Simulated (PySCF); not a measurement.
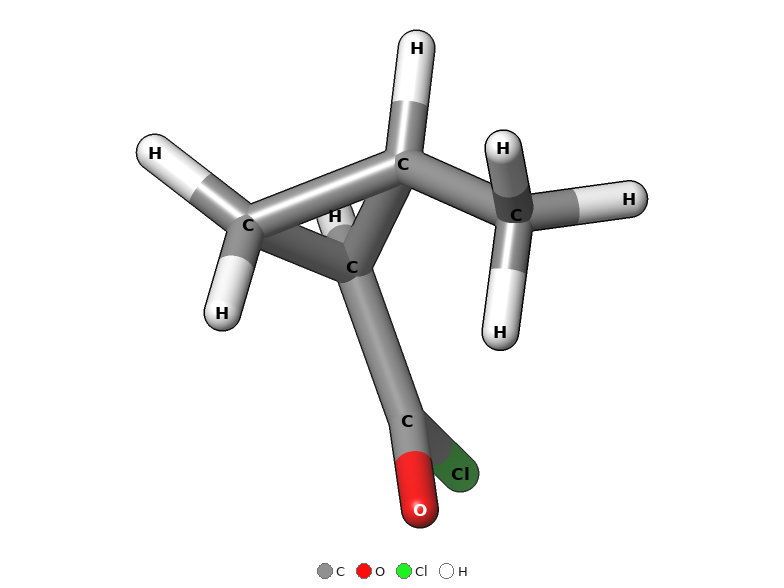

The picture shows a molecular structure as a stick model.

Computed geometry: GFN2-xTB optimisation. No frequency run is at hand to confirm it as a minimum.

What is the molecular formula?

Answer. C₅H₇ClO, 14 atoms: 5 carbon, 7 hydrogen, 1 chlorine and 1 oxygen.

Does it have rings?

Answer. Independent rings (smallest set): 1 of 3 members.

The parts below concern this one geometry. Atoms keep their numbers from picture to picture.

### Shape

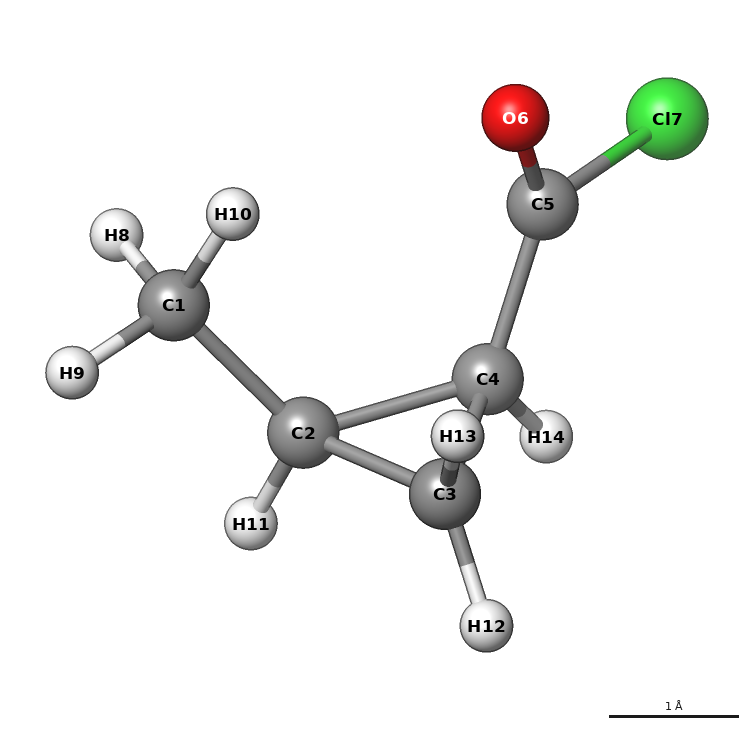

The atoms are numbered. No frequency run is at hand to confirm it as a minimum.

What are the angles C1–C2–C4, C1–C2–H11, C2–C1–H8, C2–C3–C4, C2–C3–H12, C2–C4–H14, C3–C4–C5, C4–C2–H11, C4–C3–H13, C4–C5–O6, C4–C5–Cl7, C5–C4–H14?

```
    angle  degrees
 C1–C2–C4    121.4
C1–C2–H11    113.6
 C2–C1–H8    110.5
 C2–C3–C4     61.3
C2–C3–H12    120.0
C2–C4–H14    116.7
 C3–C4–C5    117.7
C4–C2–H11    113.3
C4–C3–H13    115.9
 C4–C5–O6    129.3
C4–C5–Cl7    111.4
C5–C4–H14    114.8
```

### Electronic properties

No frequency run is at hand to confirm it as a minimum. Method: PBE0/def2-SVPD, gas phase (PySCF 2.14.0). Excitations: vertical, linear response.

Estimate the HOMO energy (Kohn–Sham orbital).

Answer. −8.43 eV.

What is the brightest of the 8 lowest singlets?

Answer. 6.70 eV.

Estimate the lowest vertical singlet excitation.

Answer. 5.18 eV.

What is the LUMO energy (Kohn–Sham orbital)?

Answer. −1.12 eV.

### Dipole moment

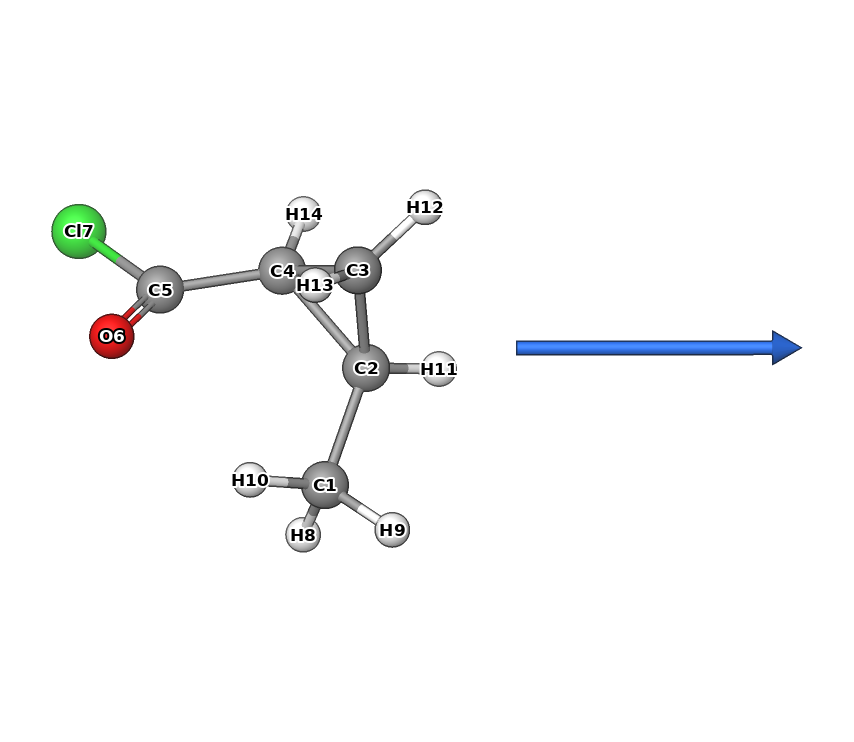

The arrow beside the molecule shows the direction of the dipole moment, from the negative to the positive end (its length means nothing). No frequency run is at hand to confirm it as a minimum. Properties computed with PBE0/def2-SVPD, gas phase (PySCF 2.14.0).

How large is the dipole moment?

Answer. 3.49 D; it points from the side of Cl7 to the side of H11 (the outermost atoms at the two ends).

### Polarisability

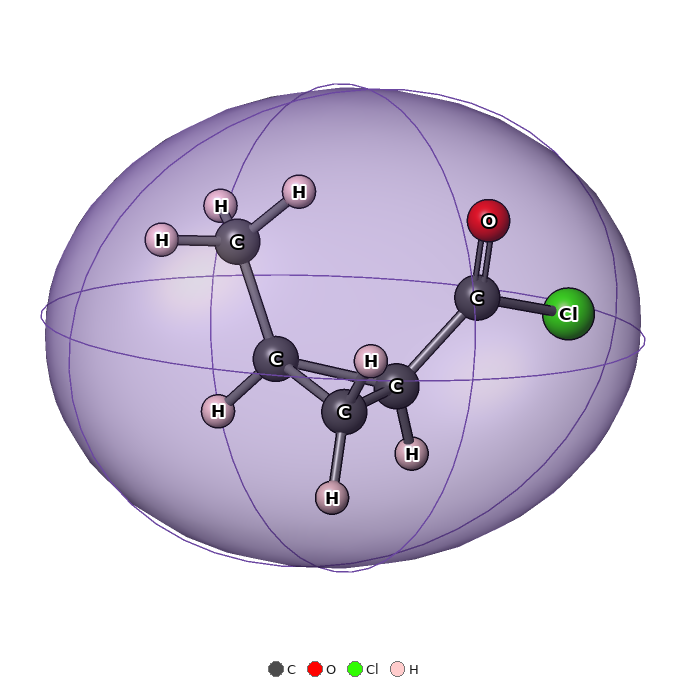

The ellipsoid shows the static dipole polarisability: its half-axes are proportional to the principal values. No frequency run is at hand to confirm it as a minimum. Computed with PBE0/def2-SVPD (PySCF 2.14.0).

Give the principal values, the mean and the anisotropy.

Answer. Principal values 64.1, 68.9, 93.9 bohr³; mean 75.6 bohr³ (11.21 Å³); anisotropy 27.7 bohr³, so the longest axis is 1.46 times the shortest.
